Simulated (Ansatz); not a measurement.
# In(H2S)F3 (F3H2InS): trial inputs and their diagnosis

4 inputs were typed for In(H2S)F3 (F3H2InS). Each is run as it stands; the log then has to tell whether the result can be used.

Program: Ansatz 0.2.0, Gaussian basis. Level of theory: the settings change from run to run. These are calculated values, not measurements.

3 further runs of the same task are left out: 3 set aside as unsound or not needed.

### Step 1. The molecule

The geometry comes from an earlier relaxation with PBE-D4/def2-SVP; it is a stationary point, not always the lowest conformer. In takes a core potential in def2 sets; no spin-orbit term is included.

7 atoms, charge 0, spin multiplicity 1.

Atoms are counted from 1 here; the program's logs count them from 0.

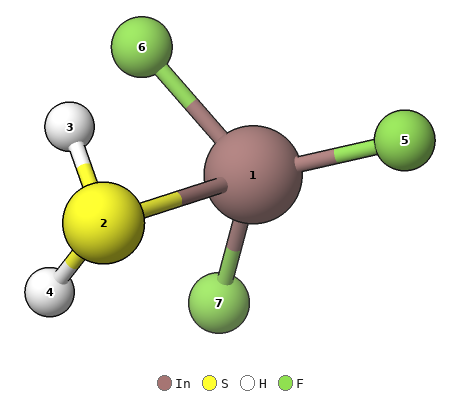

The structure; indium brown, sulfur yellow, hydrogen white, fluorine green; atoms are numbered from 1 in the order of the file.

### Step 2. Try 1

Contents of in.yaml:

```yaml
crystal:
  periodic: [false, false, false]
  atoms:
    - {symbol: In, position_ang: [0.323064, -0.231962, -0.978940]}
    - {symbol: S, position_ang: [0.244246, 0.040929, 1.739661]}
    - {symbol: H, position_ang: [-0.263949, 1.180887, 1.130569]}
    - {symbol: H, position_ang: [-0.970850, -0.581546, 1.701798]}
    - {symbol: F, position_ang: [2.158385, -0.414776, -1.654226]}
    - {symbol: F, position_ang: [-0.424362, 1.623230, -0.761217]}
    - {symbol: F, position_ang: [-1.066544, -1.616752, -1.177645]}
basis:
  gaussian: {orbitals: def2-mTZVP, fitting: {mean_field: cc-pVTZ-jkfit}}
magnetization: {spin_polarized: true, initial_magnetization: 2}
hamiltonian: {xc: {name: wB97X-V}}
scf: {omitted_lower_state_checks: [starts]}
```

Run with:

```
> ansatz run in.yaml --threads 4 --pin off --events-out ev --progress --plain --max-ram 3916MiB
```

Output:

```text
Functional definition: wB97X-V
  name "wB97X-V"
  cite "Mardirossian & Head-Gordon, Phys. Chem. Chem. Phys. 16, 9904 (2014) doi:10.1039/C3CP54374A"
  cite "Becke, J. Chem. Phys. 107, 8554 (1997) doi:10.1063/1.475007"
  cite "Vydrov & Van Voorhis, J. Chem. Phys. 133, 244103 (2010) doi:10.1063/1.3521275"
  parameter omega = 0.3/bohr
  parameter cx = 0.167
  parameter cx1 = 0.603
  parameter cx2 = 1.194
  parameter css0 = 0.556
  parameter css1 = -0.257
  parameter cos0 = 1.219
  parameter cos1 = -1.850
  parameter b = 6.0
  parameter c = 0.01
  exchange = spin_sum(e_x_unif_sr(omega)*poly(b97_u_x, 1 - cx, cx1, cx2)) + cx*exact_x_sr(omega) + exact_x_lr(omega)
  correlation = spin_sum(e_c_pw_same_spin*poly(b97_u_same, css0, css1))
      + integral(e_c_pw_opposite_spin*poly(b97_u_opposite, cos0, cos1)) + vv10(b, c)
these checks for a lower state are left out or cut short: starts
Error: <dir> the basis set cc-pVTZ-JKFIT has no functions for In
```

Run time: 0.1 s. Hardware: 4 threads of Arm Neoverse V2, shared host.

What is wrong: Refused before any calculation. The fitting set named has no entry for an element of this molecule. Cure: leave the fitting key out, or name a set that covers all elements and suits the basis. The input also asks for charge 0 and multiplicity 3, not those of the species named; set them back first.

### Step 3. Try 2

Contents of in.yaml:

```yaml
crystal:
  periodic: [false, false, false]
  atoms:
    - {symbol: In, position_ang: [0.323064, -0.231962, -0.978940]}
    - {symbol: S, position_ang: [0.244246, 0.040929, 1.739661]}
    - {symbol: H, position_ang: [-0.263949, 1.180887, 1.130569]}
    - {symbol: H, position_ang: [-0.970850, -0.581546, 1.701798]}
    - {symbol: F, position_ang: [2.158385, -0.414776, -1.654226]}
    - {symbol: F, position_ang: [-0.424362, 1.623230, -0.761217]}
    - {symbol: F, position_ang: [-1.066544, -1.616752, -1.177645]}
basis:
  gaussian: {orbitals: def2-SVPD, fitting: {mean_field: cc-pVTZ-jkfit}}
hamiltonian: {xc: {name: revPBE0}, dispersion: d3bjatm}
scf: {omitted_lower_state_checks: [starts]}
```

The command is unchanged.

Output:

```text
Functional definition: revPBE0
  name "revPBE0"
  cite "Zhang & Yang, Phys. Rev. Lett. 80, 890 (1998) doi:10.1103/PhysRevLett.80.890"
  cite "Adamo & Barone, J. Chem. Phys. 110, 6158 (1999) doi:10.1063/1.478522"
  cite "Perdew, Burke & Ernzerhof, Phys. Rev. Lett. 77, 3865 (1996) doi:10.1103/PhysRevLett.77.3865"
  parameter a = 0.25
  parameter kappa = 1.245
  parameter beta = 0.06672455060314922
  exchange = (1 - a)*pbe_x(kappa = kappa, mu = beta*pi^2/3) + a*exact_x
  correlation = pbe_c(beta = beta)
these checks for a lower state are left out or cut short: starts
Error: <dir> the basis set cc-pVTZ-JKFIT has no functions for In
```

Run time: 0.05 s. Hardware: 4 threads of Arm Neoverse V2, shared host.

Diagnosis: Refused before any calculation. The fitting set named has no entry for an element of this molecule. Cure: leave the fitting key out, or name a set that covers all elements and suits the basis.

### Step 4. Try 3

Contents of in.yaml:

```yaml
crystal:
  periodic: [true, true, true]
  atoms:
    - {symbol: In, position_ang: [0.323064, -0.231962, -0.978940]}
    - {symbol: S, position_ang: [0.244246, 0.040929, 1.739661]}
    - {symbol: H, position_ang: [-0.263949, 1.180887, 1.130569]}
    - {symbol: H, position_ang: [-0.970850, -0.581546, 1.701798]}
    - {symbol: F, position_ang: [2.158385, -0.414776, -1.654226]}
    - {symbol: F, position_ang: [-0.424362, 1.623230, -0.761217]}
    - {symbol: F, position_ang: [-1.066544, -1.616752, -1.177645]}
basis:
  gaussian: {orbitals: def2-mTZVPP}
hamiltonian: {xc: {name: B2PLYP}}
scf: {omitted_lower_state_checks: [starts]}
```

The command is unchanged.

Output:

```text
Error: YAML parse error: error: line 2 column 3: crystal: missing field `lattice` (a structure is typed as `lattice` and `atoms`, a molecule's as `atoms` in Å alone, or read from a run's directory, `checkpoint`)
 --> <input>:2:3
  |
1 | crystal:
2 |   periodic: [true, true, true]
  |   ^ crystal: missing field `lattice` (a structure is typed as `lattice` and `atoms`, a molecule's as `atoms` in Å alone, or read from a run's directory, `checkpoint`)
3 |   atoms:
4 |     - {symbol: In, position_ang: [0.323064, -0.231962, -0.978940]}
  |
```

It took 0.05 s on 4 threads of Arm Neoverse V2, shared host.

Diagnosis: The program refused the input. The molecule is marked periodic without a cell. To mend it, set periodic to false, or give a lattice.

### Step 5. Try 4

Contents of in.yaml:

```yaml
crystal:
  periodic: [false, false, false]
  atoms:
    - {symbol: In, position_ang: [0.323064, -0.231962, -0.978940]}
    - {symbol: S, position_ang: [0.244246, 0.040929, 1.739661]}
    - {symbol: H, position_ang: [-0.263949, 1.180887, 1.130569]}
    - {symbol: H, position_ang: [-0.970850, -0.581546, 1.701798]}
    - {symbol: F, position_ang: [2.158385, -0.414776, -1.654226]}
    - {symbol: F, position_ang: [-0.424362, 1.623230, -0.761217]}
    - {symbol: F, position_ang: [-1.066544, -1.616752, -1.177645]}
basis:
  gaussian: {orbitals: def2-TZVPP}
hamiltonian: {xc: {name: HF}, dispersion: d4}
scf: {lower_state_search: off}
output: {forces: true}
```

Launched as before.

Output, cut to the lines that bear on the results:

```text
Functional definition: HF
  name "HF"
  cite "Fock, Z. Phys. 61, 126 (1930) doi:10.1007/BF01340294"
  parent pbe
[...]
1614 factors; their error is unknown
[...]
mean field -24121.80559817 eV, -886.4600053858 hartree, gradient 8.5e-7 eV, S^2 0.000000; 0 other end points of the search recorded, 0 dependent functions left out
[...]
reference -24121.80559817 eV, -886.4600053858 hartree; 33, 33 occupied and 180, 180 virtual orbitals, 1614 factors
Total energy: -24122.25480162 eV, -886.4765133081 hartree
Atom 0 at     0.323064    -0.231962    -0.978940 Å, force    -0.104053     0.161498    -0.197450 eV/Å
Atom 1 at     0.244246     0.040929     1.739661 Å, force    -1.383990     0.463740    -1.038187 eV/Å
Atom 2 at    -0.263949     1.180887     1.130569 Å, force     0.482234    -0.793682     0.942596 eV/Å
Atom 3 at    -0.970850    -0.581546     1.701798 Å, force     0.841738     0.325736     0.167992 eV/Å
Atom 4 at     2.158385    -0.414776    -1.654226 Å, force    -1.278843     0.099514     0.442158 eV/Å
Atom 5 at    -0.424362     1.623230    -0.761217 Å, force     0.483711    -1.144719    -0.426302 eV/Å
Atom 6 at    -1.066544    -1.616752    -1.177645 Å, force     0.959203     0.887912     0.109193 eV/Å
Dipole moment:    -0.110417     0.005885     0.783433 e Å
Checks for a lower state left out: stability, starts, cluster_reference, orbital_swaps, neighbouring_geometries, increment
```

Run time: 2 s. Hardware: 4 threads of Arm Neoverse V2, shared host; peak memory 0.61 GiB.

The program accepted this input and the run converged.

### Step 6. How the tries ended

| try | level | ended | cause | time |
| --- | --- | --- | --- | --- |
| 1 | wB97X-V/def2-mTZVP | refused | the fitting set named has no entry for an element of this molecule | 0.1 s |
| 2 | revPBE0/def2-SVPD | refused | the fitting set named has no entry for an element of this molecule | 0.05 s |
| 3 | B2PLYP/def2-mTZVPP | refused | the molecule is marked periodic without a cell | 0.05 s |
| 4 | HF/def2-TZVPP | converged |  | 2 s |

3 refused, 1 converged. A refusal costs next to no computing time.
